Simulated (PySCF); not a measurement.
SMILES [F][Zn][F] at its PBE0/def2-SVP optimised geometry (Å):

```
3

Zn     0.0000     0.0002     0.0000
F     -1.7295    -0.0002     0.0008
F      1.7295     0.0002     0.0000
```

Level of theory: PySCF with PBE0/def2-TZVP.

Map of the log10 of the electron density (e/bohr³), floored at −4 on the plane z = 1.0 Å:

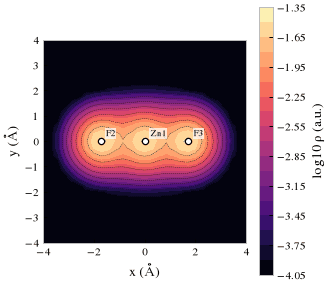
Fig. 1. Log10 of the electron density (e/bohr³), floored at −4 on the plane z = 1.0 Å.
